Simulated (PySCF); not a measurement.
# CH₃ClLi−, a complex of two parts: interaction energy, part 3 of 3

PySCF 2.14.0. Atoms count from 0, parts from 1.

## Step 8: Coupled-cluster interaction energy: CCSD(T) and MP2, 1.96 Å

Job settings and geometry (Å):

```
{"job": {"kind": "intercc", "basis": "aug-cc-pVDZ", "basis_mid": "aug-cc-pVTZ", "basis_large": "aug-cc-pVQZ"}, "charge": -1, "multiplicity": 1, "parts": [{"atoms": "0-4", "charge": 0, "multiplicity": 1}, {"atoms": "5-5", "charge": -1, "multiplicity": 1}]}
C     -0.147659     0.071408     0.087852
Li     0.966242    -0.821403    -1.396108
H     -0.953541     0.720952    -0.293653
H     -0.645609    -0.661770     0.745610
H      0.455457     0.709526     0.756351
Cl     2.023724    -1.685624    -2.807762
```

Level: CCSD(T)/aug-cc-pVDZ and MP2/aug-cc-pVTZ, aug-cc-pVQZ counterpoise interaction energy, frozen core, gas phase.

The log of the run:

```text
part 1, own basis, geometry of the cluster: E = -47.0360004669 (as before)

part 2, own basis, geometry of the cluster: E = -459.5737370343 (as before)

part 1, own basis, relaxed alone: E = -47.0368649711 (as before)

part 2, own basis, relaxed alone: E = -459.5737370343 (as before)

cluster
final grid: 5648 points
cycle   1  E = -506.6764348324  dE = -2.444e-02  |g| = 7.186e-02  |ddm| = 3.336e+00
cycle   2  E = -506.6783340563  dE = -1.899e-03  |g| = 2.071e-02  |ddm| = 5.689e-01
cycle   3  E = -506.6785814848  dE = -2.474e-04  |g| = 7.935e-03  |ddm| = 1.278e-01
cycle   4  E = -506.6786456709  dE = -6.419e-05  |g| = 1.910e-03  |ddm| = 8.054e-02
cycle   5  E = -506.6786511198  dE = -5.449e-06  |g| = 6.635e-04  |ddm| = 1.514e-02
cycle   6  E = -506.6786517347  dE = -6.149e-07  |g| = 2.097e-04  |ddm| = 3.778e-03
cycle   7  E = -506.6786517993  dE = -6.467e-08  |g| = 6.078e-05  |ddm| = 1.477e-03
cycle   8  E = -506.6786518044  dE = -5.098e-09  |g| = 1.761e-05  |ddm| = 8.287e-04
cycle   9  E = -506.6786518048  dE = -3.636e-10  |g| = 4.929e-06  |ddm| = 2.153e-04
converged SCF energy = -506.6786518048

part 1 in the basis of the cluster
final grid: 5648 points
cycle   1  E = -47.0361002704  dE = -9.910e-05  |g| = 1.843e-03  |ddm| = 1.529e+00
cycle   2  E = -47.0361011705  dE = -9.001e-07  |g| = 2.105e-04  |ddm| = 1.871e-01
cycle   3  E = -47.0361011880  dE = -1.747e-08  |g| = 1.989e-05  |ddm| = 2.801e-02
cycle   4  E = -47.0361011884  dE = -4.045e-10  |g| = 1.018e-05  |ddm| = 1.552e-03
converged SCF energy = -47.0361011884

part 2 in the basis of the cluster
final grid: 5648 points
cycle   1  E = -459.5735296076  dE = -5.727e-05  |g| = 1.481e-03  |ddm| = 2.564e-01
cycle   2  E = -459.5735304293  dE = -8.217e-07  |g| = 2.767e-04  |ddm| = 3.555e-02
cycle   3  E = -459.5735304811  dE = -5.187e-08  |g| = 1.329e-04  |ddm| = 7.148e-03
cycle   4  E = -459.5735304862  dE = -5.067e-09  |g| = 1.985e-05  |ddm| = 1.268e-03
cycle   5  E = -459.5735304866  dE = -4.372e-10  |g| = 2.134e-06  |ddm| = 4.941e-04
converged SCF energy = -459.5735304866

Interaction energy (kcal/mol)
  counterpoise      -43.360
  uncorrected       -44.347
  dispersion part     0.000
  deformation         0.395
  binding           -42.965

Decomposition of the uncorrected value (kcal/mol)
  electrostatic     -61.265
  Pauli              34.584
  orbital           -16.728
  dispersion          0.000
  correlation        -0.937

Charge of each part in the cluster: -0.011 -0.989
part 1, own basis, geometry of the cluster: E = -47.0385534792 (as before)

part 2, own basis, geometry of the cluster: E = -459.5765936161 (as before)

part 1, own basis, relaxed alone: E = -47.0394461460 (as before)

part 2, own basis, relaxed alone: E = -459.5765936161 (as before)

cluster
final grid: 5648 points
cycle   1  E = -506.6819769667  dE = -2.446e-02  |g| = 7.742e-02  |ddm| = 3.118e+00
cycle   2  E = -506.6839134254  dE = -1.936e-03  |g| = 2.302e-02  |ddm| = 6.100e-01
cycle   3  E = -506.6841655684  dE = -2.521e-04  |g| = 8.297e-03  |ddm| = 1.227e-01
cycle   4  E = -506.6842341409  dE = -6.857e-05  |g| = 1.960e-03  |ddm| = 8.328e-02
cycle   5  E = -506.6842397677  dE = -5.627e-06  |g| = 6.607e-04  |ddm| = 1.301e-02
cycle   6  E = -506.6842403801  dE = -6.124e-07  |g| = 2.138e-04  |ddm| = 3.548e-03
cycle   7  E = -506.6842404430  dE = -6.295e-08  |g| = 6.168e-05  |ddm| = 1.354e-03
cycle   8  E = -506.6842404483  dE = -5.234e-09  |g| = 1.718e-05  |ddm| = 7.361e-04
cycle   9  E = -506.6842404486  dE = -3.480e-10  |g| = 5.028e-06  |ddm| = 1.902e-04
converged SCF energy = -506.6842404486

part 1 in the basis of the cluster
final grid: 5648 points
cycle   1  E = -47.0385784261  dE = -2.443e-05  |g| = 1.028e-03  |ddm| = 8.133e-01
cycle   2  E = -47.0385785798  dE = -1.537e-07  |g| = 9.659e-05  |ddm| = 7.772e-02
cycle   3  E = -47.0385785816  dE = -1.801e-09  |g| = 5.203e-06  |ddm| = 9.955e-03
cycle   4  E = -47.0385785816  dE = -2.188e-11  |g| = 2.249e-06  |ddm| = 5.621e-04
converged SCF energy = -47.0385785816

part 2 in the basis of the cluster
final grid: 5648 points
cycle   1  E = -459.5763559330  dE = -1.098e-05  |g| = 1.014e-03  |ddm| = 1.787e-01
cycle   2  E = -459.5763564191  dE = -4.862e-07  |g| = 2.824e-04  |ddm| = 1.518e-02
cycle   3  E = -459.5763564688  dE = -4.971e-08  |g| = 1.183e-04  |ddm| = 2.050e-03
cycle   4  E = -459.5763564767  dE = -7.826e-09  |g| = 1.155e-05  |ddm| = 1.012e-03
cycle   5  E = -459.5763564768  dE = -1.760e-10  |g| = 1.208e-06  |ddm| = 4.336e-04
converged SCF energy = -459.5763564768

Interaction energy (kcal/mol)
  counterpoise      -43.876
  uncorrected       -44.452
  dispersion part     0.000
  deformation         0.461
  binding           -43.415

Decomposition of the uncorrected value (kcal/mol)
  electrostatic     -61.282
  Pauli              34.540
  orbital           -16.770
  dispersion          0.000
  correlation        -0.939

Charge of each part in the cluster: -0.011 -0.989
part 1 in the basis of the cluster: E(HF) = -47.023402255  E2 = -0.177970043  E(CCSD corr) = -0.197444557  (T) = -0.006212425
part 2 in the basis of the cluster: E(HF) = -459.563773695  E2 = -0.161095269  E(CCSD corr) = -0.172625017  (T) = -0.004518163
cluster: E(HF) = -506.653068581  E2 = -0.337986729  E(CCSD corr) = -0.369160618  (T) = -0.010486651

Counterpoise interaction energy (kcal/mol)
  hf_small                 -41.348
  mp2_small                -40.671
  ccsd_small               -40.778
  ccsdt_small              -40.625
  hf_large                 -43.490
  mp2_large                -43.876
  hf_middle                -43.311
  mp2_middle               -43.360
  scs_mp2_large            -43.572
  mp2_limit                -44.122
  ccsdt_less_mp2             0.047
  ccsdt_limit_estimate     -44.075
  bsse_mp2_large             0.576
```

Wall time 2.1 min (1 thread of Arm Neoverse N1, shared host); peak memory 1.3 GiB.

Contacts at this geometry (a selection, picked against the atoms' radii; other short pairs can be missing):

| atoms | distance (Å) | kind (by distance and angle) | angle (°) |
| --- | --- | --- | --- |
| Li1···Cl5 | 1.96 | bonding distance | – |

Differences are taken before rounding.

```
                 method  interaction energy (kcal/mol)  from CCSD(T), limit estimate (kcal/mol)
         HF/aug-cc-pVDZ                         -41.35                                    +2.73
        MP2/aug-cc-pVDZ                         -40.67                                    +3.40
       CCSD/aug-cc-pVDZ                         -40.78                                    +3.30
    CCSD(T)/aug-cc-pVDZ                         -40.62                                    +3.45
         HF/aug-cc-pVQZ                         -43.49                                    +0.59
        MP2/aug-cc-pVQZ                         -43.88                                    +0.20
    SCS-MP2/aug-cc-pVQZ                         -43.57                                    +0.50
      MP2, extrapolated                         -44.12                                    -0.05
CCSD(T), limit estimate                         -44.08                                        0
```

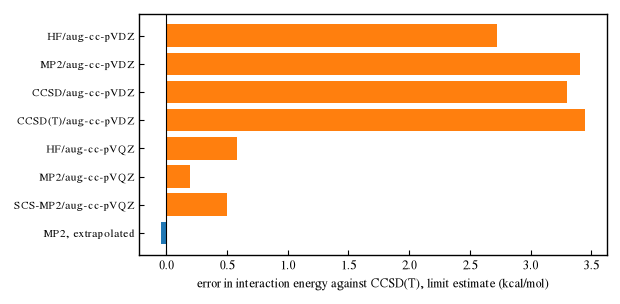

How far each level lands from CCSD(T), limit estimate.

These energies keep the parts at their geometry in the cluster; deforming them to it costs 0.46 kcal/mol (MP2).

## Step 9: Coupled-cluster interaction energy: CCSD(T) and MP2, 3.27 Å

Same as in step 8 but for these lines:

```diff
@@ -6,2 +6,2 @@
 H      0.455457     0.709526     0.756351
-Cl     2.023724    -1.685624    -2.807762
+Cl     2.728712    -2.261770    -3.748866
```

With the program's defaults for keys left out, this is: CCSD(T)/aug-cc-pVDZ and MP2/aug-cc-pVTZ, aug-cc-pVQZ counterpoise interaction energy, frozen core, gas phase.

The log of the run:

```text
part 1, own basis, geometry of the cluster: E = -47.0360004669 (as before)

part 2, own basis, geometry of the cluster: E = -459.5737370343 (as before)

part 1, own basis, relaxed alone: E = -47.0368649711 (as before)

part 2, own basis, relaxed alone: E = -459.5737370343 (as before)

cluster
final grid: 5648 points
cycle   1  E = -506.6578726875  dE = -4.641e-03  |g| = 2.809e-02  |ddm| = 5.880e-01
cycle   2  E = -506.6585096524  dE = -6.370e-04  |g| = 1.107e-02  |ddm| = 1.459e-01
cycle   3  E = -506.6586452466  dE = -1.356e-04  |g| = 4.792e-03  |ddm| = 5.280e-02
cycle   4  E = -506.6586812835  dE = -3.604e-05  |g| = 1.012e-03  |ddm| = 3.537e-02
cycle   5  E = -506.6586826769  dE = -1.393e-06  |g| = 2.391e-04  |ddm| = 6.705e-03
cycle   6  E = -506.6586827423  dE = -6.537e-08  |g| = 7.725e-05  |ddm| = 1.471e-03
cycle   7  E = -506.6586827481  dE = -5.790e-09  |g| = 2.387e-05  |ddm| = 5.046e-04
cycle   8  E = -506.6586827488  dE = -6.798e-10  |g| = 6.085e-06  |ddm| = 2.109e-04
converged SCF energy = -506.6586827488

part 1 in the basis of the cluster
final grid: 5648 points
cycle   1  E = -47.0360132374  dE = -1.270e-05  |g| = 4.910e-04  |ddm| = 1.643e-01
cycle   2  E = -47.0360133408  dE = -1.034e-07  |g| = 5.402e-05  |ddm| = 1.978e-02
cycle   3  E = -47.0360133427  dE = -1.868e-09  |g| = 5.270e-06  |ddm| = 3.653e-03
cycle   4  E = -47.0360133427  dE = -2.466e-11  |g| = 1.353e-06  |ddm| = 3.949e-04
converged SCF energy = -47.0360133427

part 2 in the basis of the cluster
final grid: 5648 points
cycle   1  E = -459.5735195846  dE = -2.711e-05  |g| = 1.124e-03  |ddm| = 1.594e-01
cycle   2  E = -459.5735201323  dE = -5.477e-07  |g| = 2.544e-04  |ddm| = 1.558e-02
cycle   3  E = -459.5735201758  dE = -4.357e-08  |g| = 1.200e-04  |ddm| = 1.982e-03
cycle   4  E = -459.5735201810  dE = -5.202e-09  |g| = 1.487e-05  |ddm| = 5.821e-04
cycle   5  E = -459.5735201813  dE = -2.419e-10  |g| = 1.438e-06  |ddm| = 2.824e-04
converged SCF energy = -459.5735201813

Interaction energy (kcal/mol)
  counterpoise      -31.121
  uncorrected       -31.433
  dispersion part     0.000
  deformation         0.395
  binding           -30.726

Decomposition of the uncorrected value (kcal/mol)
  electrostatic     -28.242
  Pauli               0.796
  orbital            -3.421
  dispersion          0.000
  correlation        -0.566

Charge of each part in the cluster: -0.013 -0.987
part 1, own basis, geometry of the cluster: E = -47.0385534792 (as before)

part 2, own basis, geometry of the cluster: E = -459.5765936161 (as before)

part 1, own basis, relaxed alone: E = -47.0394461460 (as before)

part 2, own basis, relaxed alone: E = -459.5765936161 (as before)

cluster
final grid: 5648 points
cycle   1  E = -506.6632688455  dE = -4.652e-03  |g| = 2.917e-02  |ddm| = 7.783e-01
cycle   2  E = -506.6639092713  dE = -6.404e-04  |g| = 1.176e-02  |ddm| = 1.664e-01
cycle   3  E = -506.6640411465  dE = -1.319e-04  |g| = 5.129e-03  |ddm| = 5.799e-02
cycle   4  E = -506.6640820501  dE = -4.090e-05  |g| = 1.064e-03  |ddm| = 4.385e-02
cycle   5  E = -506.6640835456  dE = -1.496e-06  |g| = 2.494e-04  |ddm| = 9.267e-03
cycle   6  E = -506.6640836175  dE = -7.186e-08  |g| = 7.768e-05  |ddm| = 1.642e-03
cycle   7  E = -506.6640836231  dE = -5.615e-09  |g| = 2.527e-05  |ddm| = 6.444e-04
cycle   8  E = -506.6640836238  dE = -6.968e-10  |g| = 6.417e-06  |ddm| = 3.240e-04
converged SCF energy = -506.6640836238

part 1 in the basis of the cluster
final grid: 5648 points
cycle   1  E = -47.0385614120  dE = -7.901e-06  |g| = 4.313e-04  |ddm| = 6.865e-01
cycle   2  E = -47.0385614571  dE = -4.509e-08  |g| = 3.706e-05  |ddm| = 6.438e-02
cycle   3  E = -47.0385614577  dE = -5.549e-10  |g| = 2.554e-06  |ddm| = 8.006e-03
converged SCF energy = -47.0385614577

part 2 in the basis of the cluster
final grid: 5648 points
cycle   1  E = -459.5763680836  dE = -7.422e-06  |g| = 9.301e-04  |ddm| = 1.160e-01
cycle   2  E = -459.5763685252  dE = -4.416e-07  |g| = 2.694e-04  |ddm| = 1.063e-02
cycle   3  E = -459.5763685724  dE = -4.726e-08  |g| = 1.127e-04  |ddm| = 2.695e-03
cycle   4  E = -459.5763685802  dE = -7.707e-09  |g| = 8.407e-06  |ddm| = 1.520e-03
cycle   5  E = -459.5763685802  dE = -8.771e-11  |g| = 1.100e-06  |ddm| = 2.560e-04
converged SCF energy = -459.5763685802

Interaction energy (kcal/mol)
  counterpoise      -31.119
  uncorrected       -31.275
  dispersion part     0.000
  deformation         0.461
  binding           -30.658

Decomposition of the uncorrected value (kcal/mol)
  electrostatic     -28.240
  Pauli               0.816
  orbital            -3.430
  dispersion          0.000
  correlation        -0.421

Charge of each part in the cluster: -0.013 -0.987
part 1 in the basis of the cluster: E(HF) = -47.022938225  E2 = -0.177704078  E(CCSD corr) = -0.197198129  (T) = -0.006183530
part 2 in the basis of the cluster: E(HF) = -459.563706374  E2 = -0.159744751  E(CCSD corr) = -0.171167925  (T) = -0.004268769
cluster: E(HF) = -506.635880343  E2 = -0.337744037  E(CCSD corr) = -0.368712296  (T) = -0.010513922

Counterpoise interaction energy (kcal/mol)
  hf_small                 -30.896
  mp2_small                -31.081
  ccsd_small               -31.113
  ccsdt_small              -31.152
  hf_large                 -30.844
  mp2_large                -31.119
  hf_middle                -30.842
  mp2_middle               -31.121
  scs_mp2_large            -31.018
  mp2_limit                -31.116
  ccsdt_less_mp2            -0.071
  ccsdt_limit_estimate     -31.186
  bsse_mp2_large             0.156
```

Wall time 2 min (1 thread of Arm Neoverse N1, shared host); peak memory 1.3 GiB.

Contacts at this geometry (a selection, picked against the atoms' radii; other short pairs can be missing):

| atoms | distance (Å) | kind (by distance and angle) | angle (°) |
| --- | --- | --- | --- |
| Li1···Cl5 | 3.27 | inside the van der Waals sum | – |

Differences are taken before rounding.

```csv
method,interaction energy (kcal/mol),"from CCSD(T), limit estimate (kcal/mol)"
HF/aug-cc-pVDZ,-30.90,+0.29
MP2/aug-cc-pVDZ,-31.08,+0.11
CCSD/aug-cc-pVDZ,-31.11,+0.07
CCSD(T)/aug-cc-pVDZ,-31.15,+0.03
HF/aug-cc-pVQZ,-30.84,+0.34
MP2/aug-cc-pVQZ,-31.12,+0.07
SCS-MP2/aug-cc-pVQZ,-31.02,+0.17
"MP2, extrapolated",-31.12,+0.07
"CCSD(T), limit estimate",-31.19,0
```

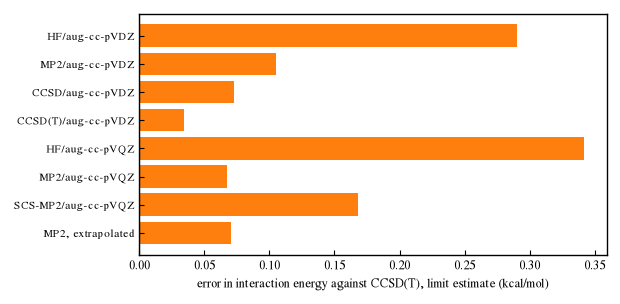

How far each level lands from CCSD(T), limit estimate.

These energies keep the parts at their geometry in the cluster; deforming them to it costs 0.46 kcal/mol (MP2).

## Step 10: Coupled-cluster interaction energy: CCSD(T) and MP2, 4.36 Å

Same as in step 9 but for these lines:

```diff
@@ -6,2 +6,2 @@
 H      0.455457     0.709526     0.756351
-Cl     2.728712    -2.261770    -3.748866
+Cl     3.316202    -2.741893    -4.533118
```

With the program's defaults for keys left out, this is: CCSD(T)/aug-cc-pVDZ and MP2/aug-cc-pVTZ, aug-cc-pVQZ counterpoise interaction energy, frozen core, gas phase.

The log of the run:

```text
part 1, own basis, geometry of the cluster: E = -47.0360004669 (as before)

part 2, own basis, geometry of the cluster: E = -459.5737370343 (as before)

part 1, own basis, relaxed alone: E = -47.0368649711 (as before)

part 2, own basis, relaxed alone: E = -459.5737370343 (as before)

cluster
final grid: 5648 points
cycle   1  E = -506.6382734225  dE = -1.555e-03  |g| = 1.520e-02  |ddm| = 2.973e-01
cycle   2  E = -506.6385105525  dE = -2.371e-04  |g| = 6.443e-03  |ddm| = 8.026e-02
cycle   3  E = -506.6385682110  dE = -5.766e-05  |g| = 2.813e-03  |ddm| = 3.291e-02
cycle   4  E = -506.6385831851  dE = -1.497e-05  |g| = 6.058e-04  |ddm| = 2.193e-02
cycle   5  E = -506.6385836825  dE = -4.973e-07  |g| = 1.363e-04  |ddm| = 5.266e-03
cycle   6  E = -506.6385837044  dE = -2.195e-08  |g| = 4.466e-05  |ddm| = 1.115e-03
cycle   7  E = -506.6385837061  dE = -1.681e-09  |g| = 1.432e-05  |ddm| = 2.781e-04
cycle   8  E = -506.6385837063  dE = -2.291e-10  |g| = 3.125e-06  |ddm| = 1.112e-04
converged SCF energy = -506.6385837063

part 1 in the basis of the cluster
final grid: 5648 points
cycle   1  E = -47.0360062208  dE = -5.746e-06  |g| = 3.098e-04  |ddm| = 8.632e-02
cycle   2  E = -47.0360062742  dE = -5.335e-08  |g| = 3.463e-05  |ddm| = 8.388e-03
cycle   3  E = -47.0360062751  dE = -9.016e-10  |g| = 3.302e-06  |ddm| = 1.280e-03
converged SCF energy = -47.0360062751

part 2 in the basis of the cluster
final grid: 5648 points
cycle   1  E = -459.5735471255  dE = -1.177e-05  |g| = 8.354e-04  |ddm| = 7.970e-02
cycle   2  E = -459.5735474896  dE = -3.640e-07  |g| = 2.168e-04  |ddm| = 9.455e-03
cycle   3  E = -459.5735475233  dE = -3.372e-08  |g| = 9.852e-05  |ddm| = 2.023e-03
cycle   4  E = -459.5735475278  dE = -4.565e-09  |g| = 8.608e-06  |ddm| = 8.856e-04
cycle   5  E = -459.5735475279  dE = -7.770e-11  |g| = 1.088e-06  |ddm| = 9.831e-05
converged SCF energy = -459.5735475279

Interaction energy (kcal/mol)
  counterpoise      -18.281
  uncorrected       -18.386
  dispersion part     0.000
  deformation         0.395
  binding           -17.886

Decomposition of the uncorrected value (kcal/mol)
  electrostatic     -17.110
  Pauli               0.053
  orbital            -1.171
  dispersion          0.000
  correlation        -0.158

Charge of each part in the cluster: -0.005 -0.995
part 1, own basis, geometry of the cluster: E = -47.0385534792 (as before)

part 2, own basis, geometry of the cluster: E = -459.5765936161 (as before)

part 1, own basis, relaxed alone: E = -47.0394461460 (as before)

part 2, own basis, relaxed alone: E = -459.5765936161 (as before)

cluster
final grid: 5648 points
cycle   1  E = -506.6436700493  dE = -1.543e-03  |g| = 1.561e-02  |ddm| = 3.059e-01
cycle   2  E = -506.6439073666  dE = -2.373e-04  |g| = 6.745e-03  |ddm| = 7.833e-02
cycle   3  E = -506.6439630743  dE = -5.571e-05  |g| = 3.016e-03  |ddm| = 2.951e-02
cycle   4  E = -506.6439801186  dE = -1.704e-05  |g| = 6.333e-04  |ddm| = 2.393e-02
cycle   5  E = -506.6439806551  dE = -5.366e-07  |g| = 1.454e-04  |ddm| = 6.175e-03
cycle   6  E = -506.6439806805  dE = -2.536e-08  |g| = 4.385e-05  |ddm| = 1.205e-03
cycle   7  E = -506.6439806821  dE = -1.614e-09  |g| = 1.521e-05  |ddm| = 3.729e-04
cycle   8  E = -506.6439806823  dE = -2.314e-10  |g| = 3.348e-06  |ddm| = 1.930e-04
converged SCF energy = -506.6439806823

part 1 in the basis of the cluster
final grid: 5648 points
cycle   1  E = -47.0385559843  dE = -2.509e-06  |g| = 2.022e-04  |ddm| = 7.408e-02
cycle   2  E = -47.0385559952  dE = -1.092e-08  |g| = 1.587e-05  |ddm| = 5.839e-03
cycle   3  E = -47.0385559953  dE = -1.280e-10  |g| = 1.313e-06  |ddm| = 8.486e-04
converged SCF energy = -47.0385559953

part 2 in the basis of the cluster
final grid: 5648 points
cycle   1  E = -459.5764045525  dE = -4.959e-06  |g| = 7.872e-04  |ddm| = 5.145e-02
cycle   2  E = -459.5764048949  dE = -3.425e-07  |g| = 2.318e-04  |ddm| = 9.014e-03
cycle   3  E = -459.5764049316  dE = -3.671e-08  |g| = 9.814e-05  |ddm| = 2.737e-03
cycle   4  E = -459.5764049376  dE = -5.974e-09  |g| = 6.595e-06  |ddm| = 1.574e-03
cycle   5  E = -459.5764049377  dE = -4.923e-11  |g| = 1.235e-06  |ddm| = 1.662e-04
converged SCF energy = -459.5764049377

Interaction energy (kcal/mol)
  counterpoise      -18.267
  uncorrected       -18.310
  dispersion part     0.000
  deformation         0.461
  binding           -17.806

Decomposition of the uncorrected value (kcal/mol)
  electrostatic     -17.101
  Pauli               0.049
  orbital            -1.163
  dispersion          0.000
  correlation        -0.095

Charge of each part in the cluster: -0.005 -0.995
part 1 in the basis of the cluster: E(HF) = -47.022876218  E2 = -0.177656695  E(CCSD corr) = -0.197157045  (T) = -0.006177229
part 2 in the basis of the cluster: E(HF) = -459.563683807  E2 = -0.159346201  E(CCSD corr) = -0.170761745  (T) = -0.004177677
cluster: E(HF) = -506.615622670  E2 = -0.337010622  E(CCSD corr) = -0.367920659  (T) = -0.010355435

Counterpoise interaction energy (kcal/mol)
  hf_small                 -18.237
  mp2_small                -18.242
  ccsd_small               -18.238
  ccsdt_small              -18.239
  hf_large                 -18.210
  mp2_large                -18.267
  hf_middle                -18.216
  mp2_middle               -18.281
  scs_mp2_large            -18.213
  mp2_limit                -18.261
  ccsdt_less_mp2             0.003
  ccsdt_limit_estimate     -18.258
  bsse_mp2_large             0.043
```

It took 1.9 min on 1 thread of Arm Neoverse N1, shared host; peak memory 1.3 GiB.

Contacts at this geometry (a selection, picked against the atoms' radii; other short pairs can be missing):

```csv
atoms,distance (Å),kind (by distance and angle),angle (°)
Li1···Cl5,4.37,beyond van der Waals contact,–
```

```csv
method,interaction energy (kcal/mol),"from CCSD(T), limit estimate (kcal/mol)"
HF/aug-cc-pVDZ,-18.24,+0.02
MP2/aug-cc-pVDZ,-18.24,+0.02
CCSD/aug-cc-pVDZ,-18.24,+0.02
CCSD(T)/aug-cc-pVDZ,-18.24,+0.02
HF/aug-cc-pVQZ,-18.21,+0.05
MP2/aug-cc-pVQZ,-18.27,-0.01
SCS-MP2/aug-cc-pVQZ,-18.21,+0.05
"MP2, extrapolated",-18.26,0.00
"CCSD(T), limit estimate",-18.26,0
```

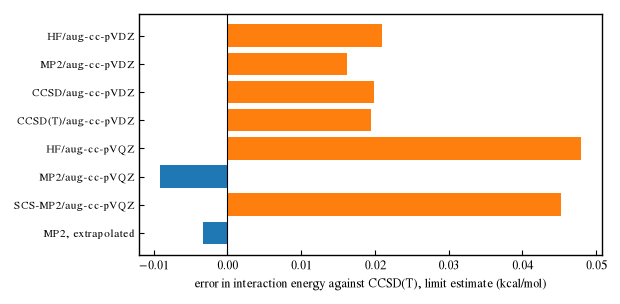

How far each level lands from CCSD(T), limit estimate.

These energies keep the parts at their geometry in the cluster; deforming them to it costs 0.46 kcal/mol (MP2).

## Step 11: The curve

Counterpoise interaction energies (kcal/mol):

| Li1···Cl5 (Å) | HF | MP2 limit | CCSD(T) estimate | time |
| --- | --- | --- | --- | --- |
| 1.96 | -43.49 | -44.12 | -44.08 | 2.1 min |
| 2.07 | -46.74 | -47.26 | -47.26 | 2.1 min |
| 2.18 | -47.85 | -48.31 | -48.34 | 2.4 min |
| 2.29 | -47.59 | -48.00 | -48.06 | 2.1 min |
| 2.40 | -46.46 | -46.85 | -46.92 | 2.1 min |
| 2.73 | -40.79 | -41.15 | -41.25 | 2.2 min |
| 3.27 | -30.84 | -31.12 | -31.19 | 2 min |
| 4.36 | -18.21 | -18.26 | -18.26 | 1.9 min |

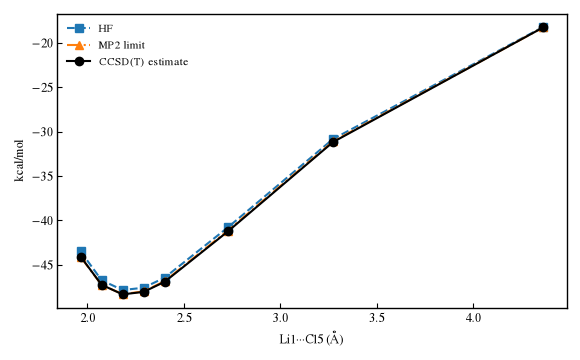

Interaction energy along the rigid scan.

## Step 12: Summary of results

This closing draws on all 3 parts.

| quantity | value |
| --- | --- |
| point group | C3v |
| rotational constants (main isotopes) | 162.31, 2.48, 2.48 GHz |
| CCSD(T) estimate at 1.96 Å | -44.08 kcal/mol |
| CCSD(T) estimate at 2.07 Å | -47.26 kcal/mol |
| CCSD(T) estimate at 2.18 Å | -48.34 kcal/mol |
| CCSD(T) estimate at 2.29 Å | -48.06 kcal/mol |
| CCSD(T) estimate at 2.40 Å | -46.92 kcal/mol |
| CCSD(T) estimate at 2.73 Å | -41.25 kcal/mol |
| CCSD(T) estimate at 3.27 Å | -31.19 kcal/mol |
| CCSD(T) estimate at 4.36 Å | -18.26 kcal/mol |

In words: The optimisation took 4 steps and gained 0.064 eV; among the close pairs (by a distance rule), C0–Li1 changed most, from 2.002 to 2.059 Å. Along the rigid scan the CCSD(T) estimate is lowest at 2.18 Å (-48.34 kcal/mol), where MP2 at the limit misses it by +0.03 and Hartree-Fock by +0.48.
